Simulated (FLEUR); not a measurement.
## MnS (Browneite): one coupling from two orders, and a test

Aim: get Heisenberg couplings of MnS (Browneite) from the energies of collinear orders, with pencil and paper, and test them on an order left out of the fit.

Calculated with FLEUR MaX-R8.1; LDA (VWN) with U = 4.9 eV, J = 0.9 eV on Mn d; all-electron FLAPW, Dirac cores, scalar-relativistic bands.

## (1) Starting point

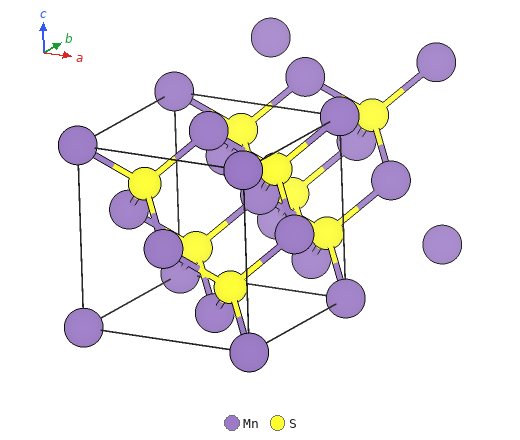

Start, viewed slightly off an axis; manganese light purple, sulfur yellow. 1×2×1 cells are drawn. This picture shows the conventional cell, with its axes. Bonds to atoms that aren't drawn are left out. Some periodic images of atoms are drawn too.

Structure file:

```
Mn S
1.0
     0.00000    2.80000    2.80000
     2.80000    0.00000    2.80000
     2.80000    2.80000    0.00000
Mn S
1 1
Direct
  0.00000 0.00000 0.00000
  0.25000 0.25000 0.25000
```

## (2) The parallel order

All energies count from this run. The U counters the self-interaction that shrinks the moments of a localised shell.

inpgen writes inp.xml from crystal.txt; cutoffs, mixing, functional, smearing and local orbitals are then set in the file. The k list default-1 (kpts.xml, not shown) is a Γ-centred 6×6×6 mesh; where the ranks do not divide the number of points, some are split in two of half the weight.

inp.xml

```
<?xml version="1.0" encoding="UTF-8" standalone="no"?>
<fleurInput fleurInputVersion="0.39">
   <comment>
      MnS
   </comment>
   <calculationSetup>
      <cutoffs Kmax="4.26" Gmax="12.8" GmaxXC="12.8" numbands="0"/>
      <scfLoop itmax="130" minDistance="0.0001" maxIterBroyd="15" imix="Anderson" alpha="0.05" precondParam="0.0" spinf="2.0" sdNocoIR="T"/>
      <coreElectrons ctail="T" frcor="F" kcrel="0" coretail_lmax="0"/>
      <xcFunctional name="vwn" relativisticCorrections="F"/>
      <magnetism jspins="2"/>
      <soc l_soc="F" theta="0.0" phi="0.0" spav="F"/>
      <expertModes spex="0" secvar="F"/>
      <geometryOptimization l_f="F" forcealpha="1.0" forcemix="BFGS" epsdisp="0.00001" epsforce="0.00001"/>
      <ldaU l_linMix="F" mixParam="0.05" spinf="1.0"/>
   </calculationSetup>
   <cell>
      <bzIntegration valenceElectrons="21.0" mode="hist" fermiSmearingEnergy="0.00293995">
         <kPointListSelection listName="default-1"/>
         <xi:include xmlns:xi="http://www.w3.org/2001/XInclude" href="kpts.xml"> </xi:include>
      </bzIntegration>
      <xi:include xmlns:xi="http://www.w3.org/2001/XInclude" href="sym.xml"> </xi:include>
      <bulkLattice scale="1.0">
         <bravaisMatrix>
            <row-1>    0.0000000000000000     5.2912331488799991     5.2912331488799991</row-1>
            <row-2>    5.2912331488799991     0.0000000000000000     5.2912331488799991</row-2>
            <row-3>    5.2912331488799991     5.2912331488799991     0.0000000000000000</row-3>
         </bravaisMatrix>
      </bulkLattice>
   </cell>
   <atomSpecies>
      <species name="Manganese 4.500" element="Mn" atomicNumber="25">
         <mtSphere radius="2.7" gridPoints="893" logIncrement="0.014"/>
         <atomicCutoffs lmax="10" lnonsphr="8"/>
         <electronConfig flipSpins="F">
            <coreConfig>(1s1/2) (2s1/2) (2p1/2) (2p3/2)</coreConfig>
            <valenceConfig>(3s1/2) (3p1/2) (3p3/2) (4s1/2) (3d3/2) (3d5/2)</valenceConfig>
            <stateOccupation state="(3d3/2)" spinUp="1.75" spinDown="0.25"/>
            <stateOccupation state="(3d5/2)" spinUp="3.0" spinDown="0.0"/>
         </electronConfig>
         <energyParameters s="4" p="4" d="3" f="4"/>
         <ldaU l="2" U="4.9" J="0.9" l_amf="F"/>
         <lo type="SCLO" l="0" n="3" eDeriv="0"/>
         <lo type="SCLO" l="1" n="3" eDeriv="0"/>
      </species>
      <species name="Sulfur (S)" element="S" atomicNumber="16">
         <mtSphere radius="1.76" gridPoints="583" logIncrement="0.02"/>
         <atomicCutoffs lmax="6" lnonsphr="4"/>
         <electronConfig flipSpins="F">
            <coreConfig>(1s1/2) (2s1/2) (2p1/2) (2p3/2)</coreConfig>
            <valenceConfig>(3s1/2) (3p1/2) (3p3/2)</valenceConfig>
            <stateOccupation state="(3p1/2)" spinUp="0.666667" spinDown="0.666667"/>
            <stateOccupation state="(3p3/2)" spinUp="1.333333" spinDown="1.333333"/>
         </electronConfig>
         <energyParameters s="3" p="3" d="3" f="4"/>
      </species>
   </atomSpecies>
   <atomGroups>
      <atomGroup species="Manganese 4.500">
         <relPos label="                   1">.0000000000 .0000000000 .0000000000</relPos>
         <force calculate="T" relaxXYZ="TTT"/>
      </atomGroup>
      <atomGroup species="Sulfur (S)">
         <relPos label="                   2">1.000/4.000 1.000/4.000 1.000/4.000</relPos>
         <force calculate="T" relaxXYZ="TTT"/>
      </atomGroup>
   </atomGroups>
   <output dos="F" band="F" slice="F">
      <bandDOS minEnergy="-.5*Htr" maxEnergy="0.5*Htr" sigma="0.015" storeEVData="T"/>
      <plotting iplot="0" polar="F">
         <plot TwoD="T" vec1="  1.0  0.0  0.0" vec2="  0.0  1.0  0.0" vec3="  0.0  0.0  1.0" zero="  0.0  0.0  0.0" file="plot"/>
      </plotting>
      <moessbauerParams electricFieldGradient="F" isomerShift="F" coreHyperfine="F" valenceHyperfine="F"/>
   </output>
</fleurInput>
```

crystal.txt

```
MnS
&input film=F cartesian=F /
0.00000000000  2.80000000000  2.80000000000
2.80000000000  0.00000000000  2.80000000000
2.80000000000  2.80000000000  0.00000000000
1.8897261246
1.0 1.0 1.0

2
25 0.00000000000  0.00000000000  0.00000000000 : 4.500
16 0.25000000000  0.25000000000  0.25000000000

&kpt div1=6 div2=6 div3=6 gamma=T /
```

Started as:

```
OMP_NUM_THREADS=1 inpgen -f crystal.txt > inpgen.log  # inp.xml is then edited as shown
OMP_NUM_THREADS=1 mpirun -n 4 fleur_MPI > fleur.log
```

The program printed:

```text
Welcome to FLEUR        (www.flapw.de)
      MaX-Release 8.1          (www.max-centre.eu)

 ========== k-point set info ==========
 Selected k-point list: default-1
 k-point list type: mesh
 6 x 6 x 6
 Number of k points: 16

 [... set-up left out ...]
 no density matrix found ... skipping LDA+U
 Reset of history
 Iteration:     1   Distance:       8.81120445 me/bohr^3
 Iteration:     2   Distance:       8.55381940 me/bohr^3
 Iteration:     3   Distance:       7.86962594 me/bohr^3
 Iteration:     4   Distance:       4.12529014 me/bohr^3
[...]
[... left out ...]
            <freeEnergy value="-1554.5341701206"/>
            <extrapolationTo0K value="-1554.5341692256"/>
         </totalEnergy>
         [... left out ...]
         <ldaUDensityMatrixConvergence>
            <distance spin="1" distance="0.000000"/>
            <distance spin="2" distance="0.000001"/>
         </ldaUDensityMatrixConvergence>
         <densityConvergence units="me/bohr^3">
            <chargeDensity spin="1" distance="0.0000128806"/>
            <chargeDensity spin="2" distance="0.0000182366"/>
            <overallChargeDensity distance="0.0000292962"/>
            <spinDensity distance="0.0000117771"/>
         </densityConvergence>
      </iteration>
```

Wall time 18 s (4 MPI ranks of Arm Neoverse V1, shared host); peak memory 0.23 GiB; 72 s of CPU time.

Spin moment in the muffin-tin sphere by atom:

```
atom  spin moment in the muffin-tin sphere (μB)
 Mn1                                       4.70
  S2                                       0.05
```

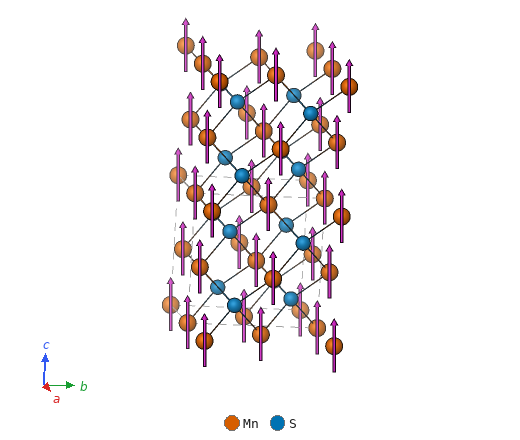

Spin moment in the muffin-tin sphere as arrows, the longest 4.70 μB. Up and down stand for the sign. Arrows give size and sign along the axis of quantisation, drawn up and down the page. Bonds to atoms that aren't drawn are left out. 2×1×2 conventional cells are drawn. Some periodic images of atoms are drawn too.

Numbers from this step:

| Quantity | Value |
| --- | --- |
| free energy | -42301.0297 eV |
| program's band gap on this mesh (in a metal only a level spacing) | 0.9157 eV |
| magnetization | 5.000 μB |
| final state | ferromagnetic |

After 16 cycles the largest moment stands at 4.70 μB.

## (3) The orders used for the fit

The other orders were run with the same settings, on meshes that hold the same points. Free energies are divided by the number of Mn atoms; q is in fractions of the reciprocal vectors of the first run's cell.

```
              order  atoms   mesh  free energy (eV)    eV per Mn  largest moment (μB)
                F +      2  6×6×6       -42301.0297  -42301.0297                 4.70
AF q=(0,1/2,1/2) +-      4  6×3×6       -84602.2661  -42301.1331                 4.58
```

## (4) Counting neighbours

With E = −Σ J e_i·e_j over ordered pairs of unit vectors, turning a neighbour from parallel to opposed costs 2J a Mn atom. So an order lies 2 Σ n J over the parallel one, n being the opposed neighbours in each shell.

```
shell  distance (Å)  neighbours  opposed in AF q=(0,1/2,1/2) +-  opposed in AF q=(0,0,1/2) +-
   J1          3.96          12                               8                             6
   J2          5.60           6                               0                             6
```

Only J1 is kept.

## (5) Solving

```
2 × 8 × J1 = -103.3 meV    (AF q=(0,1/2,1/2) +-)
J1 = -6.46 meV
```

## (6) The test

The couplings now give the orders that were left out:

```
2 × 6 × (-6.46) = -77.5 meV    (AF q=(0,0,1/2) +-)
```

The runs themselves:

```
            order  atoms   mesh  free energy (eV)    eV per Mn  largest moment (μB)  over the parallel order (meV)  foretold (meV)
AF q=(0,0,1/2) +-      4  6×6×3       -84602.2193  -42301.1097                 4.60                          -79.9           -77.5
```

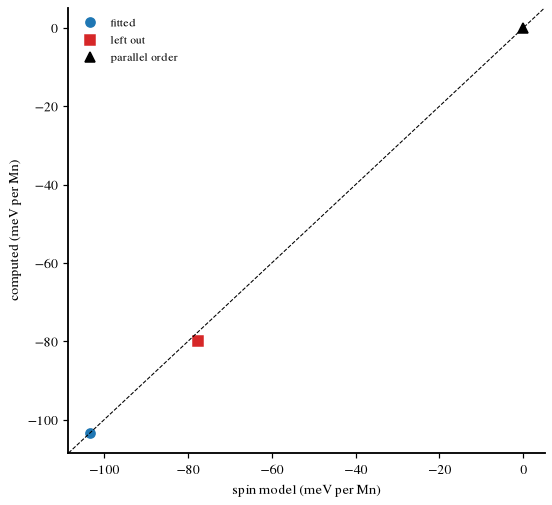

Computed energies of the orders against the model; the dashed line marks agreement.

## (7) Summary of results

```
effective coupling of the reversed pairs, counted on J1 (Mn–Mn at 3.96 Å) : -6.46 meV
largest miss on the orders left out                                       : 2.4 meV
```

In words: The model misses the order left out by 2.4 meV, 2.3 % of the largest distance from the parallel order, so it holds on this test. The largest moments of the orders differ by 2.7 % of the greatest. One difference fixes one number: it sums all reversed shells and need not be the coupling of the nearest one, even in sign.

[Logs and program files are shortened in this print: banners, set-up blocks, solver, clock and traceback lines can be left out without a mark of their own.]

[Logs are printed without paths, hosts, clocks, repeated set-up lines and the standing remarks that a program may print on its own settings, such as how far it seeks lower states.]

[Hosts, paths, dates, database ids (printed as entryN), source tags and the programs' standing remarks are cut or masked in the printed files.]

[Where a cell is said to come from a database of computed structures, the database is the Materials Project.]
